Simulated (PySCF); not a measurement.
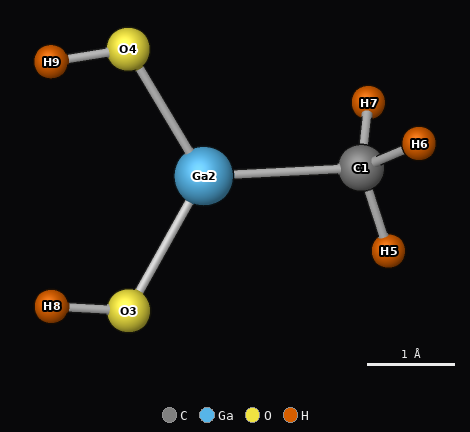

**Figure 1.** The structure (ball-and-stick view, seen at a tilt; atoms are numbered from 1 in the order of the input). Sticks mark near contacts. Bond lengths as drawn: C–Ga 1.94 Å, C–H 1.09 Å, Ga–O 1.79 Å and H–O 0.96 Å.

## Run report: CH5GaO2, single-point calculation

The run: single-point calculation of CH5GaO2, multiplicity 3, SMILES [CH3][Ga]([OH])[OH]. Method and program: HF/3-21G, UHF (PySCF 2.14.0).

The geometry is that of the parent species in another charge or spin state. The geometry comes from this level: PBE0-D4/def2-TZVP.

Input (calc.py)
```python
from pyscf import gto, scf

system = gto.M(
    atom='''
C        0.139500       0.740600      -1.385600
Ga      -0.022300      -0.180400       0.314900
O        0.237900      -1.947500       0.443200
O       -0.435700       0.706800       1.814800
H        0.259800       0.024500      -2.197900
H        1.005300       1.404900      -1.368100
H       -0.746600       1.349900      -1.568800
H        0.141200      -2.314500       1.323600
H       -0.490700       0.169600       2.607000
''',
    verbose=3,
    basis='3-21g',
    spin=2,
    max_memory=1860,
)

hf = scf.UHF(system)
hf.conv_tol = 1e-10
hf.kernel()
if not hf.converged:
    hf = hf.newton().run(hf.mo_coeff, hf.mo_occ)

energy = hf.e_tot
print('E = %.10f Eh' % energy)
```

Launched with:
```bash
OMP_NUM_THREADS=1 python calc.py
```

What the program printed
```
WARN: HOMO -0.0326883372056952 >= LUMO -0.390247622169733

WARN: HOMO -0.0967314137203346 >= LUMO -0.166370508306498

WARN: HOMO -0.116808067013437 >= LUMO -0.127975783091062

converged SCF energy = -2103.12255254236  <S^2> = 2.0128039  2S+1 = 3.0085238
E = -2103.1225525424 Eh
```

Key numbers

```json
{"quantity": "outcome", "value": "converged"}
{"quantity": "total energy", "value": "−2103.122553 hartree"}
{"quantity": "basis functions", "value": "59"}
{"quantity": "⟨S²⟩", "value": "2.013"}
{"quantity": "dipole moment", "value": "2.64 D"}
{"quantity": "hardware", "value": "1 thread of AMD EPYC (Zen 5), 16 GiB of memory available, shared host"}
{"quantity": "wall time", "value": "0.72 s"}
{"quantity": "peak memory", "value": "0.12 GiB"}
```
